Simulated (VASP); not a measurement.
Input:

```
CELL_PARAMETERS angstrom
      2.96555     0.00000     0.00000
      0.00000     2.96555     0.00000
      0.00000     0.00000     2.96555
ATOMIC_POSITIONS crystal
  Hf 0.00000 0.00000 0.00000
  B  0.50000 0.50000 0.50000
```

Computed with PBEsol GGA, VASP's PBE PAW potentials (set 64) (plane waves; VASP). Settings: 520 eV cut-off, 14×14×14 Γ-centred mesh, tetrahedra with Blöchl corrections, potentials Hf_pv B.

Unless said otherwise, spin-orbit coupling is left out, though it shifts the bands of the heavy elements here.

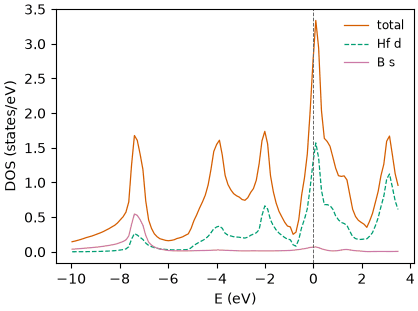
Figure. Total and projected density of states, zero at the Fermi level

Within 2 eV below the Fermi level the largest weight inside VASP's projection spheres is Hf d, then B p.

It has no gap at this level: it comes out as a metal or semimetal.

The structure was generated: HfB was put into the CsCl type type (Pm-3m), which need not be its known phase. It was relaxed first, which changed the volume by -32 %. The electron count is odd and the run is not spin-polarised, which forces a metal.
